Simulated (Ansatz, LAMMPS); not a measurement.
**A frame of liquid 67SiO2-18Na2O-15SrO (mol %) from 2790 K, run at 900 K (111 atoms) in motion**

Wanted: a short trajectory of a frame of liquid 67SiO2-18Na2O-15SrO (mol %) from 2790 K, run at 900 K (111 atoms) with its pair distributions.

Main program and level: Ansatz 0.2.0; Kohn-Sham DFT, PBEsol, PAW (set soft_2), plane waves.

### 1. The structure

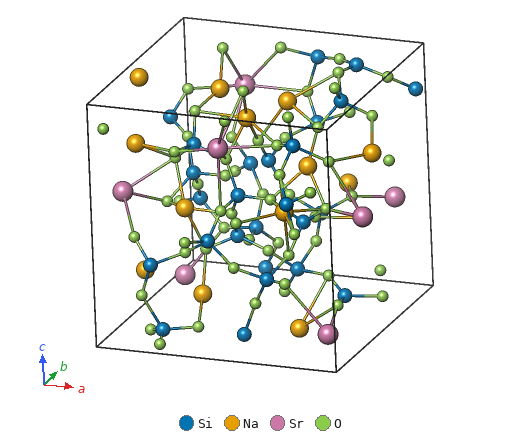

The cell as given, slightly off an axis (silicon blue, sodium orange, strontium pink, oxygen green). Bonds to atoms that aren't drawn are left out. Some periodic images of atoms are drawn too.

The cell holds 111 atoms: 26 Si, 14 Na, 6 Sr and 65 O. Cell: a = 11.680 Å, b = 11.680 Å, c = 11.680 Å, α = 90.0°, β = 90.0°, γ = 90.0°. 111 atoms (26 Si, 14 Na, 6 Sr, 65 O) placed at random at 2.73 g/cm³, melted at 4000 K for 10 ps at fixed volume with the Morse and Coulomb pair potential with partial charges (Pedone, Malavasi, Menziani, Cormack and Segre, J. Phys. Chem. B 110, 11780 (2006)). Snapshot at the end of a hold of 10 ps at 2790 K and fixed volume.

Limits known from the start: The starting topology of bonds comes from the classical model, and needn't be the one that DFT or experiment would give. The cell was made at 2790 K but the dynamics is set to 900 K: the trajectory isn't one at 2790 K. Sampling is at Γ alone, for a cell whose shortest periodic width is 12 Å.

### 2. Dynamics started at 900 K

A Langevin thermostat couples each atom to a heat bath, at the price of damped dynamics. The time step is 1.0 fs.

The input, input.yaml:

```yaml
crystal:
  lattice:
    - [11.68, 0.0, 0.0]
    - [0.0, 11.68, 0.0]
    - [0.0, 0.0, 11.68]
  atoms:
    - { symbol: Si, position: [0.64472, 0.1895, 0.2779] }
    - { symbol: Si, position: [0.34544, 0.89509, 0.04314] }
    - { symbol: Si, position: [0.52107, 0.23823, 0.02116] }
    - { symbol: Si, position: [0.46594, 0.36208, 0.54432] }
    [... 101 atom lines left out ...]
    - { symbol: O, position: [0.54758, 0.67961, 0.44177] }
    - { symbol: O, position: [0.20483, 0.96308, 0.40178] }
    - { symbol: O, position: [0.73477, 0.54542, 0.78757] }
    - { symbol: O, position: [0.24013, 0.80581, 0.96951] }
    - { symbol: O, position: [0.82984, 0.04195, 0.53673] }
    - { symbol: O, position: [0.13809, 0.66358, 0.64544] }
kpoints:
  mp_grid: { grid: [1, 1, 1] }
hamiltonian:
  xc: pbesol
scf:
  occupations: { method: fermi_dirac, width: 0.078 }
output:
  forces: true
md:
  timestep: 1.0
  n_steps: 134
  ensemble: nvt_langevin
  temperature: 900
  initial_velocities: maxwell_boltzmann
  seed: 1764
```

Run with:

```bash
$ ansatz run input.yaml --threads 4 --pin off --max-ram 8192MiB --backend cpu --events-out ev --progress --plain --runs-dir out
```

It took 36 min on 4 threads of Arm Neoverse V1, shared host; peak memory 2.3 GiB.

The program notes that it switched symmetry off.

The trajectory, sampled:

```csv
time (fs),T (K),potential (meV/atom)
0.0,892,0.0
9.0,1952,-156.1
18.0,1574,-125.8
27.0,1822,-176.3
36.0,1608,-171.6
45.0,1689,-200.4
54.0,1759,-225.9
63.0,1791,-255.0
71.0,1677,-254.0
80.0,1758,-279.4
89.0,1542,-273.9
98.0,1497,-275.9
107.0,1427,-281.9
116.0,1455,-293.6
125.0,1403,-289.2
134.0,1359,-303.1
```

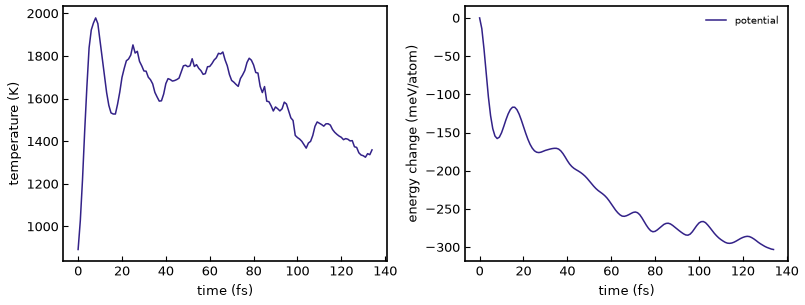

Temperature and energies against time.

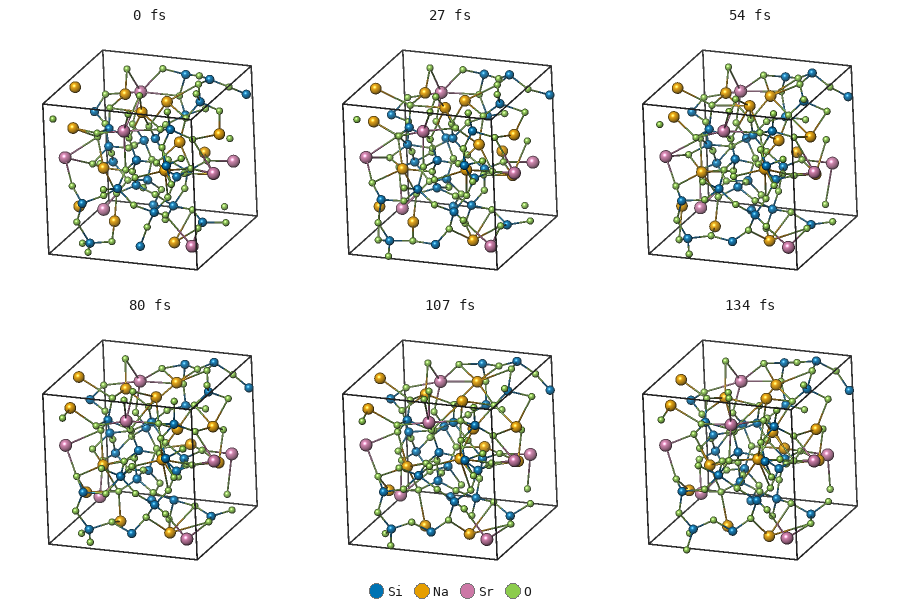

6 frames of the run. Bonds to atoms that aren't drawn are left out.

Mean square displacement from the first frame to the last: Si 0.27 Å², Na 1.1 Å², Sr 0.34 Å², O 0.50 Å².

The mean square displacement by time lag:

```csv
time lag (fs),Na (Å²),O (Å²),Si (Å²),Sr (Å²)
10,0.0200,0.0228,0.0125,0.00377
20,0.0760,0.0702,0.0362,0.0142
30,0.163,0.121,0.0571,0.0302
40,0.274,0.172,0.0773,0.0503
50,0.400,0.221,0.0991,0.0740
60,0.538,0.263,0.119,0.101
```

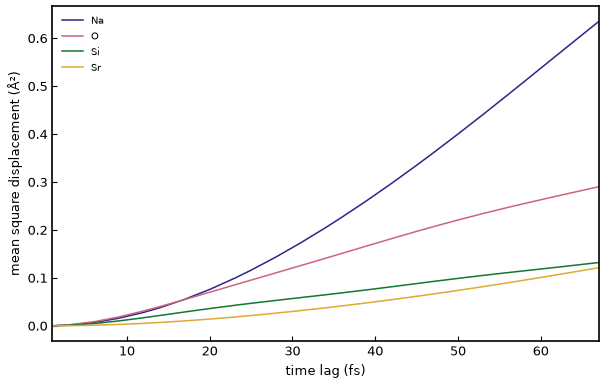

Mean square displacement against time lag.

Over the second half of 134 fs the temperature averages 1522 K, falling from about 1722 to 1378 K (means over the first and last quarter of that half). From first frame to last Na has the largest mean square displacement, 1.1 Å² at the end; the farthest move is 1.75 Å. The mean temperature of 1522 K lies well off the 900 K of the input, so the thermostat hasn't yet brought the run to equilibrium. The run spans 0.13 ps, too short for its means to be equilibrium values.

### 3. Local order late in the run

The g(r) is a mean over the second half.

Density 2.73 g/cm³, 14.36 Å³ an atom.

Mean of 15 frames. Pair distribution functions g(r), in bins of 0.2 Å:

```csv
r (Å),total,O-O,O-Si,O-Na,O-Sr,Si-Si,Si-Na
1.40,0.08,0.00,0.28,0.00,0.00,0.00,0.00
1.60,2.69,0.00,9.80,0.00,0.00,0.00,0.00
1.80,1.06,0.00,3.84,0.06,0.00,0.00,0.00
2.00,0.18,0.00,0.29,0.64,0.00,0.00,0.00
2.20,0.37,0.09,0.02,1.65,1.32,0.00,0.00
2.40,0.78,0.92,0.01,2.04,2.22,0.00,0.08
2.60,1.46,2.89,0.09,1.67,2.26,0.00,0.45
2.80,1.30,2.67,0.09,0.91,1.33,1.00,1.31
3.00,0.90,1.02,0.44,0.88,0.53,2.67,1.56
3.20,0.96,0.68,0.48,1.20,0.75,3.08,2.13
3.40,0.92,0.62,0.91,0.83,1.11,1.23,1.85
3.60,0.86,0.60,1.02,0.75,0.51,0.43,1.55
3.80,1.01,0.73,1.44,0.78,0.71,0.47,1.35
4.00,1.02,0.78,1.66,0.70,0.73,0.29,0.96
4.20,1.13,0.85,1.69,1.03,1.06,0.95,0.52
4.40,1.08,1.05,1.28,1.04,1.07,1.27,0.24
4.60,0.99,1.13,0.88,1.02,1.20,0.95,0.49
4.80,0.97,1.21,0.66,0.94,1.40,1.15,0.56
5.00,1.06,1.36,0.79,1.07,1.15,1.04,0.76
5.20,1.08,1.22,0.90,1.19,1.07,1.16,1.04
5.40,1.04,1.03,0.98,1.12,1.04,1.10,1.14
5.60,0.94,0.84,0.98,1.07,0.84,0.95,1.11
```

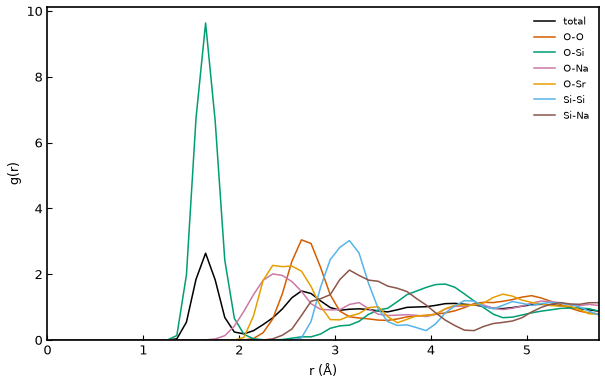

Pair distribution functions, lightly smoothed.

### 4. Single point at the last frame

The last frame is solved again with fuller output, to read the electronic structure of a thermally displaced geometry.

The input, input.yaml:

```yaml
crystal:
  lattice:
    - [11.68, 0.0, 0.0]
    - [0.0, 11.68, 0.0]
    - [0.0, 0.0, 11.68]
  atoms:
    - { symbol: Si, position: [0.65719, 0.20448, 0.2862] }
    - { symbol: Si, position: [0.3429, 0.85593, 0.0183] }
    - { symbol: Si, position: [0.49883, 0.17264, 0.07612] }
    - { symbol: Si, position: [0.46707, 0.38663, 0.52264] }
    [... 101 atom lines left out ...]
    - { symbol: O, position: [0.55297, 0.66171, 0.5121] }
    - { symbol: O, position: [0.16582, 0.97437, 0.41182] }
    - { symbol: O, position: [0.74521, 0.62753, 0.80387] }
    - { symbol: O, position: [0.24616, 0.76839, 0.96915] }
    - { symbol: O, position: [0.81821, 0.07225, 0.507] }
    - { symbol: O, position: [0.13023, 0.63041, 0.65235] }
kpoints:
  mp_grid: { grid: [1, 1, 1] }
hamiltonian:
  xc: pbesol
scf:
  occupations: { method: fixed }
output:
  forces: true
  stress: true
  populations: intrinsic
  dos:
    method: { smearing: { sigma: 0.08 } }
    de: 0.1
    projected: { site_lists: { Na: [Na], O: [O], Si: [Si], Sr: [Sr] } }
  eigenvalues: true
  write_density: true
  write_potential: true
  volumetric_format: npy
```

The job ended after 44 s (4 threads; peak memory 2.2 GiB).

Read from the output:

- free energy: -94330.7151 eV
- free energy per atom: -849.8263 eV/atom
- SCF cycles: 10
- pressure: -2.675 GPa
- r.m.s. force component: 1.461 eV/Å
- longest force: 6.56 eV/Å
- Fermi energy: 4.636 eV
- gap (highest filled to lowest empty level): 1.954 eV

Length of the force by element:

```csv
element,coordination,atoms,mean length of the force (eV/Å),spread,least,most
Na,all,14,1.27,0.910,0.238,3.47
O,all,65,2.14,1.17,0.721,6.56
Si,all,26,2.97,1.34,0.615,6.48
Sr,all,6,1.35,0.717,0.426,2.30
```

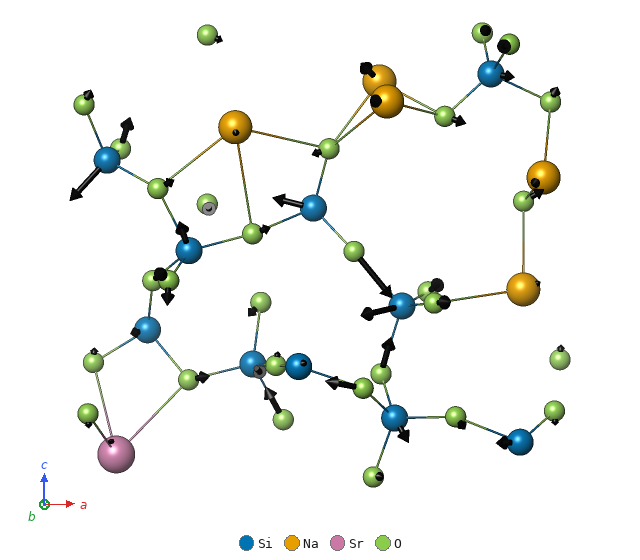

Forces as arrows; the longest in the cell is 6.56 eV/Å. Drawn is a slice 4 Å thick, seen along the normal of the ac plane. Bonds to atoms that aren't drawn are left out.

Intrinsic-atomic-orbital charges by element:

```csv
element,coordination,atoms,mean charge (e),spread,least,most
Na,all,14,0.788,0.0136,0.767,0.818
O,all,65,-0.966,0.108,-1.18,-0.789
Si,all,26,1.57,0.0556,1.39,1.69
Sr,all,6,1.81,0.0063,1.80,1.82
```

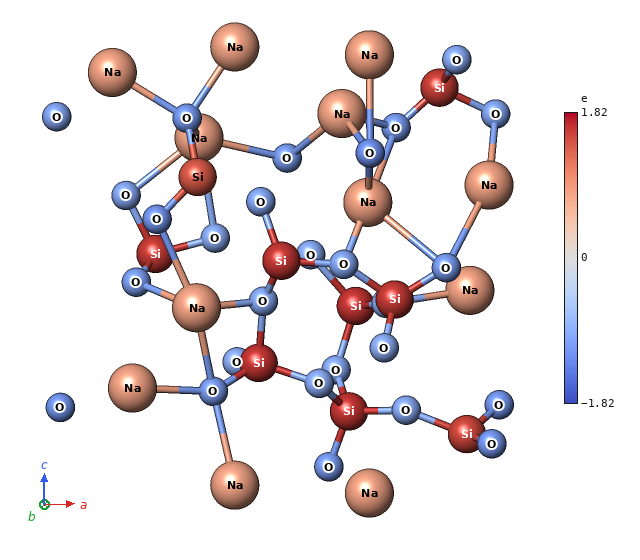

Atoms coloured by intrinsic-atomic-orbital charge. Drawn is a slice 4 Å thick, seen along the normal of the ac plane. Bonds to atoms that aren't drawn are left out.

Density of states as counts of states in windows of 1 eV (from the Fermi level), total and the larger projections:

```csv
from (eV),to (eV),total,O p,Si p
-10,-9,15.1,10.1,1.4
-9,-8,16.7,11.6,2.1
-8,-7,23.4,17.2,4.4
-7,-6,23.6,17.9,3.7
-6,-5,39.6,32.0,3.7
-5,-4,59.6,50.6,4.0
-4,-3,72.9,65.5,2.8
-3,-2,65.2,60.4,1.7
-2,-1,55.6,52.3,1.2
-1,0,9.5,8.9,0.2
0,1,0.6,0.5,0.0
1,2,1.8,0.1,0.1
2,3,2.2,0.4,0.4
3,4,11.3,1.6,1.4
4,5,26.1,3.4,5.4
```

The curve was stored every 0.10 eV, coarse against its broadening of 0.08 eV, so these counts are rough.

With fixed occupations the program's Fermi level is the highest filled level; weight inside the gap is the broadening of levels at its edges.

Between -26 and -10 eV lie 258 more states.

The stored curve holds about 640 of the 680 electrons; the rest, give or take the few that broadening carries across the Fermi level, lie in deeper levels below its range.

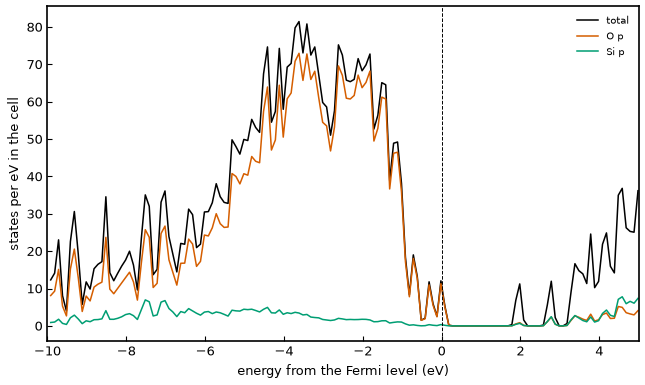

Total and projected density of states, with the broadening of the input.

The levels nearest the highest filled one (over half full), pooled over k-points and spins:

```csv
level less the highest filled one (eV),occupation
-1.00,2
-0.938,2
-0.736,2
-0.648,2
-0.295,2
0,2
1.95,0
2.76,0
3.34,0
3.45,0
3.60,0
3.78,0
```

Mean intrinsic-atomic-orbital charges: Na +0.79, O -0.97, Si +1.57, Sr +1.81 e.

### 5. Summary of results

| Quantity | Value |
| --- | --- |
| mean temperature, second half | 1522 K |
| temperature swing, second half | 137.9 K |
| free energy per atom | -849.8263 eV/atom |
| pressure | -2.675 GPa |
| r.m.s. force component | 1.461 eV/Å |
| gap (highest filled to lowest empty level) | 1.954 eV |
| wall time of the 2 DFT runs | 37 min |

What this shows: Over the second half of 134 fs the temperature averages 1522 K, falling from about 1722 to 1378 K (means over the first and last quarter of that half). The mean temperature of 1522 K lies well off the 900 K of the input, so the thermostat hasn't yet brought the run to equilibrium. The run spans 0.13 ps, too short for its means to be equilibrium values. The highest filled and lowest empty levels differ by 1.95 eV (at Γ alone); a semilocal functional tends to put such gaps too low. In a disordered cell it changes from sample to sample and from frame to frame.

What to keep in mind: The pressure of -2.7 GPa is that of one thermal frame at a volume set beforehand, without the kinetic term.

[Logs are printed without paths, hosts, clocks, repeated set-up lines and the standing remarks that a program may print on its own settings, such as how far it seeks lower states.]

[Hosts, paths, dates, database ids (printed as entryN), source tags and the programs' standing remarks are cut or masked in the printed files.]
